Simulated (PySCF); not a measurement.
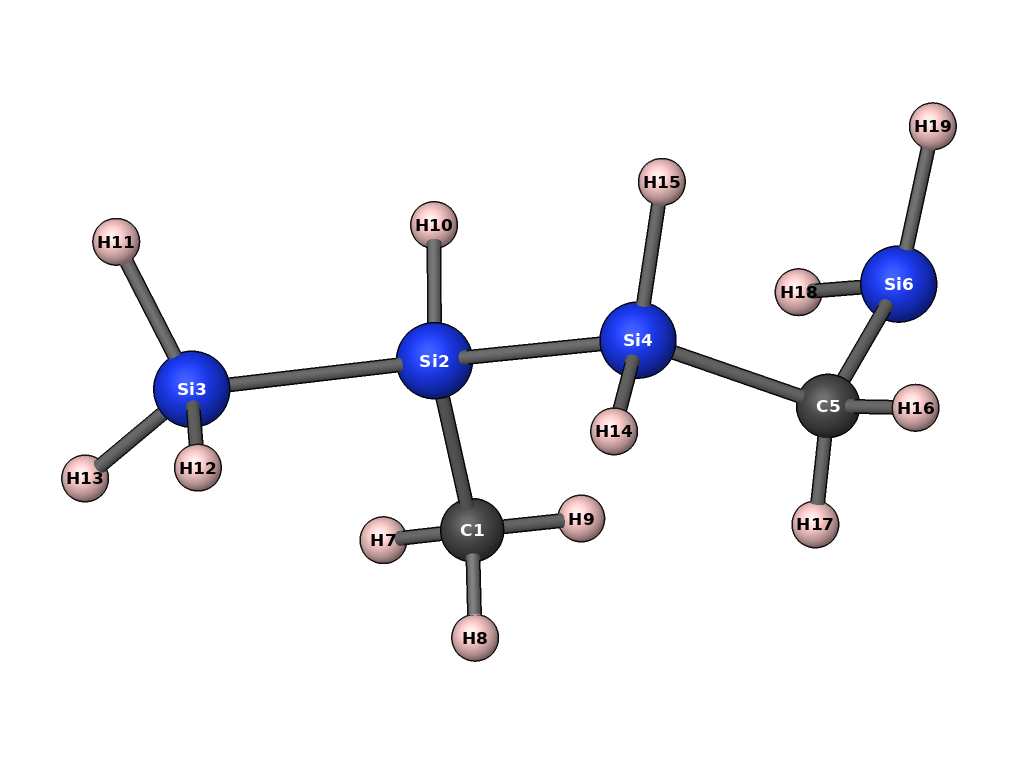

The questions are on Mulliken spin populations. Charge 0, doublet. Computed geometry: GFN2-xTB optimisation. No frequency run is at hand to confirm it as a minimum. Level of theory: UKS B3LYP, pcH-1 on C H Si, non-relativistic (PySCF 2.14.0).

**Which atom carries the largest spin population?**

Si6 (0.98 e).

**Which atom has the lowest spin population?**

C5 (−0.01 e); a negative value comes from spin polarisation.

List the Mulliken spin populations.

```
atom  value (e)
  C1       0.00
 Si2       0.00
 Si3       0.00
 Si4       0.03
  C5      −0.01
 Si6       0.98
  H7       0.00
  H8       0.00
  H9       0.00
 H10       0.00
 H11       0.00
 H12       0.00
 H13       0.00
 H14       0.02
 H15       0.00
 H16       0.00
 H17       0.00
 H18       0.00
 H19       0.00
```

Mulliken values depend strongly on the basis set. The geometry is semi-empirical. Around Si such bond lengths and angles can be off by a tenth of an ångström or more and by several degrees, and values that hang on the shape move with them.
